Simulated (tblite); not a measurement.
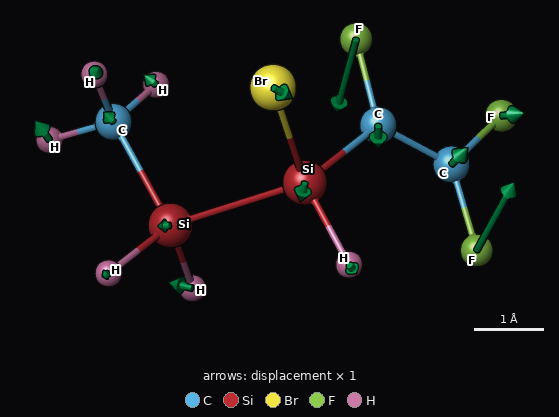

This is a relaxation of C3H6BrF3Si2. The starting structure is drawn; green arrows show the displacements, at their true length. The two geometries are superimposed by the best rigid fit.

Style: ball-and-stick. Shown from a free direction.

The calculation used tblite, GFN2-xTB geometry optimisation, gas phase. 

Q: Atoms of which element are displaced furthest, and by how much?

A: Fluorine: up to 1.55 Å, against 0.48 Å for carbon.

Q: What happened in the run?

A: After 127 geometry steps the energy has fallen by 35.5 kJ/mol. The largest moves after the best rigid fit, 1.55 Å, are those of F atoms. By element the largest moves are F 1.55 Å, C 0.48 Å, H 0.47 Å, Br 0.42 Å, Si 0.38 Å. Among the contacts that change: C–Si 1.819 → 1.905 Å, C–Si 1.845 → 1.896 Å, Br–Si 2.209 → 2.239 Å, C–F 1.351 → 1.325 Å. Among the angles between lasting bonds that change: Si–Si–H 109.4° → 125.3°, F–C–F 119.1° → 110.4°, C–C–F 119.2° → 127.9°. Groups turn about C–Si by about 55°. The run took 2.2 s on 1 thread of Arm Neoverse N1, on a shared host.
